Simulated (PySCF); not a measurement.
**H2O (water): density, localisation and related maps**

```xyz
3

O     0.0101    0.3893   -0.0050
H    -0.7504   -0.1933    0.0790
H     0.7632   -0.2011   -0.0990
```

Geometry: PBE0-D3(BJ)/ma-def2-SVP.

Method: PySCF, DFT single point, gas phase, functional PBE0.

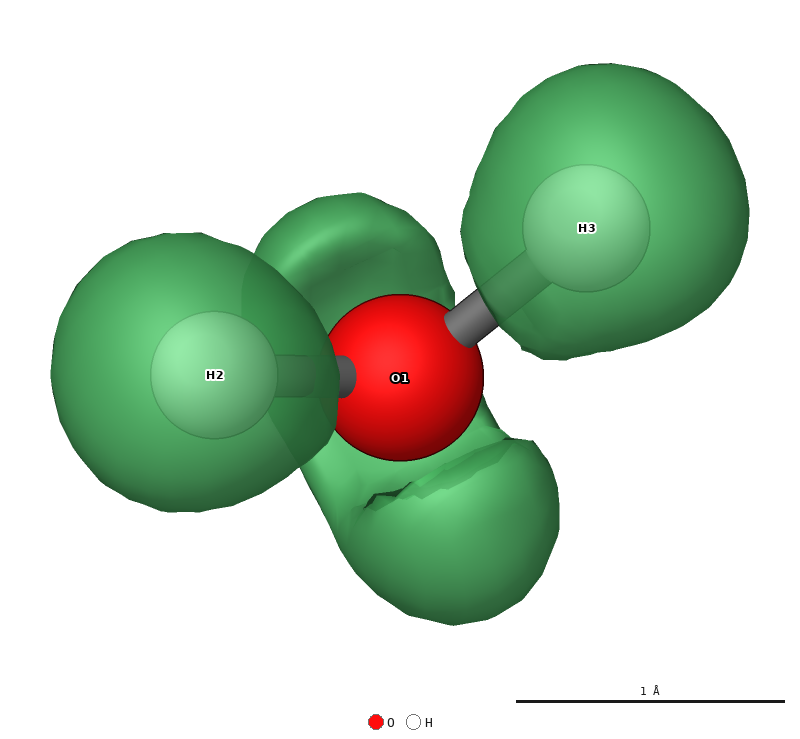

Figure 1. Isosurface of the electron localisation function at 0.85 (green), seen at an oblique angle. Only the valence region is drawn (cores and ρ < 0.01 e/Å³ removed).

> Identify the bonds, lone pairs and shells in this picture.

The ELF exceeds this value in two regions around hydrogen nuclei and one lobe on O, pointing away from the bonds (lone pairs, which may merge into one lobe).


O–H (0.96 Å): the ELF climbs to about 1 towards the hydrogen, as it does in any bond to H (a covalent bond by its length).

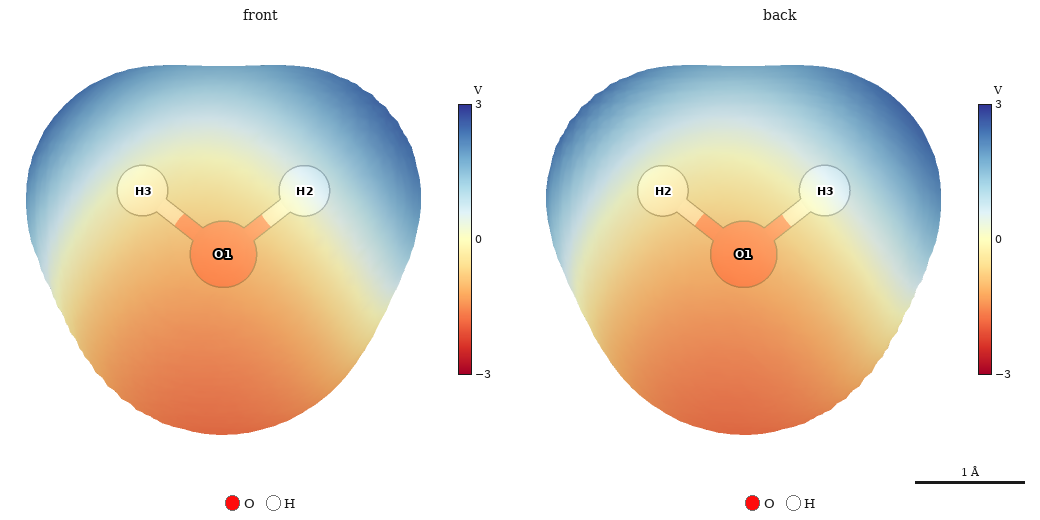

Figure 2. The molecular electrostatic potential painted on the density surface at 0.002 e/bohr³, seen from the front and from behind; red is negative and blue positive.

> Describe the electrostatic potential map.

The most negative region (about −1.8 V) lies over O1, the most positive (about +2.5 V) over H2 and H3. O1 is the likeliest acceptor of a hydrogen bond.

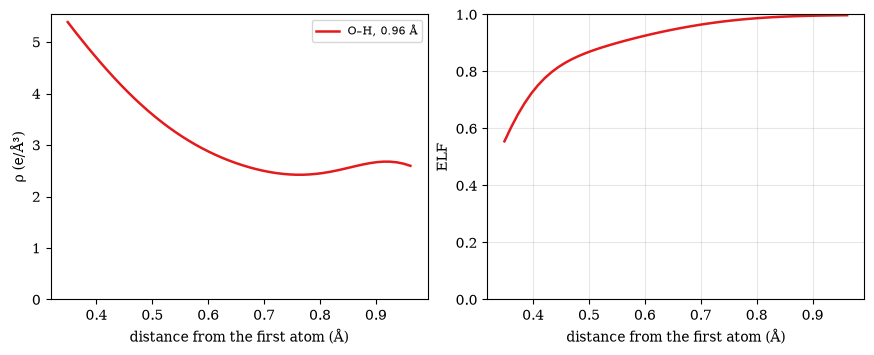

Figure 3. Electron density and ELF along straight lines between neighbouring atoms. The curves leave out the atomic cores.

> What kind of bonding do the profiles show?

O–H (0.96 Å): ρ at the midpoint is about 3.8 e/Å³; the ELF climbs to about 1 towards the hydrogen: an ordinary covalent bond to hydrogen.
